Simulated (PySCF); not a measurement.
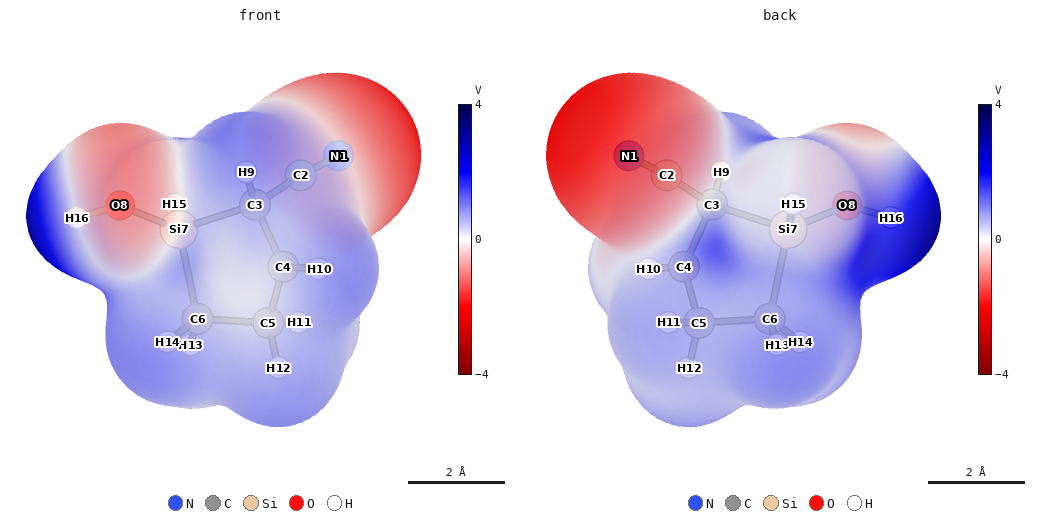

The picture shows: C₅H₈NOSi (doublet). The molecular electrostatic potential painted on the density surface at 0.002 e/bohr³, seen from the front and from behind; red is negative and blue positive.

Geometry: GFN2-xTB.

Theory: PySCF, UKS B3LYP, pcH-1 on C H N O Si, non-relativistic, mean-field spin-orbit, GIAO.

```yaml
atoms:
  - { symbol: N, position_ang: [-1.5024, 2.1342, 1.9882] }
  - { symbol: C, position_ang: [-0.8764, 1.7999, 1.0879] }
  - { symbol: C, position_ang: [-0.1555, 1.2964, -0.0458] }
  - { symbol: C, position_ang: [-1.1084, 0.4520, -0.8116] }
  - { symbol: C, position_ang: [-1.1547, -0.9781, -0.4371] }
  - { symbol: C, position_ang: [0.2784, -1.4672, -0.1494] }
  - { symbol: Si, position_ang: [1.2065, 0.0608, 0.5111] }
  - { symbol: O, position_ang: [2.5239, 0.4918, -0.3407] }
  - { symbol: H, position_ang: [0.2226, 2.1451, -0.6218] }
  - { symbol: H, position_ang: [-1.8282, 0.8901, -1.4794] }
  - { symbol: H, position_ang: [-1.7524, -1.1049, 0.4788] }
  - { symbol: H, position_ang: [-1.6391, -1.5731, -1.2146] }
  - { symbol: H, position_ang: [0.2624, -2.3186, 0.5272] }
  - { symbol: H, position_ang: [0.7303, -1.8112, -1.0813] }
  - { symbol: H, position_ang: [1.4731, 0.0346, 1.9467] }
  - { symbol: H, position_ang: [3.3125, -0.0429, -0.3696] }
```

### Where is the surface potential most negative and most positive?

The most negative region (about −2.1 V, or −48 kcal/mol for a unit charge) lies over N1, the most positive (about +3.0 V, or +69 kcal/mol for a unit charge) over H16. N1 is the likeliest acceptor of a hydrogen bond.
